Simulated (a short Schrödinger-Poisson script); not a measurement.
System: gated In0.52Al0.48As/In0.53Ga0.47As modulation-doped gas in a quantum well, at 300 K.

| layer | material | thickness (nm) | Nd (cm⁻³) | Na (cm⁻³) |
|---|---|---|---|---|
| 1 | In0.52Al0.48As | 30 | - | - |
| 2 | In0.52Al0.48As | 20 | 8.4e17 | - |
| 3 | In0.52Al0.48As | 5 | - | - |
| 4 | In0.53Ga0.47As | 10 | - | - |
| 5 | In0.52Al0.48As | 4000 | - | 3e15 |

The device is made up for the run: typed textbook-type constants, with dimensions and the other settings drawn at random. In0.52Al0.48As: permittivity 12.5, conduction-band edge (eV) 0.52, gap (eV) 1.45, electron mass (mₑ) 0.075, Nv at 300 K (cm⁻³) 1.1e19. In0.53Ga0.47As: permittivity 13.9, conduction-band edge (eV) 0, gap (eV) 0.74, Nv at 300 K (cm⁻³) 7.7e18.

Channel valleys (confinement mass, in-plane density-of-states mass, number): Γ 0.041, 0.041, 1. At the gate the conduction-band edge of layer 1 lies 0.65 eV − eVg above the Fermi level of the channel; the field vanishes at the back. The barrier under the gate holds no holes. Gaps are held at their typed values at every temperature. Mesh 0.08 nm at interfaces.

From a short Schrödinger-Poisson script (our own, NumPy): 1D Poisson equation in equilibrium, electrons quantum, Hartree plus LDA exchange-correlation (BenDaniel-Duke, 40 states a valley, the channel's in-plane mass for all, wave functions free to enter the barrier), parabolic valleys, classical holes, full ionisation, no traps, pinning or gate leakage.

Only gate voltages with over 1e8 electrons/cm² are shown.

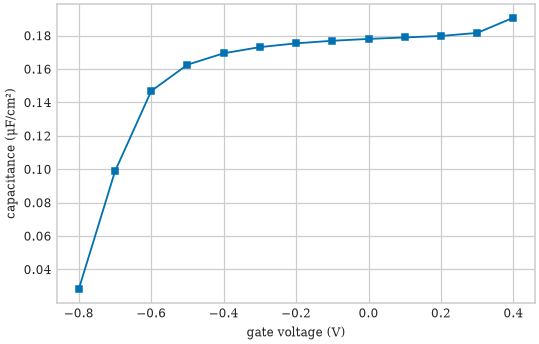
Fig. 1. Quasi-static capacitance against gate voltage

```csv
Vg (V),electrons (cm⁻²),in the channel layer,C (μF/cm²),Γ E0 (meV),Γ E1 (meV)
0.4,1.18e12,1.14e12,0.191,-65.8,84.1
0.2,9.58e11,9.31e11,0.180,-52.1,98.0
0,7.36e11,7.16e11,0.178,-37.1,113.1
-0.2,5.16e11,5.03e11,0.175,-20.3,130.3
-0.4,3.02e11,2.95e11,0.169,0.7,151.6
-0.6,1.05e11,1.02e11,0.147,34.3,185.6
-0.8,1.89e9,1.84e9,0.0282,141.1,292.2
```

Subbands count from the Fermi level.
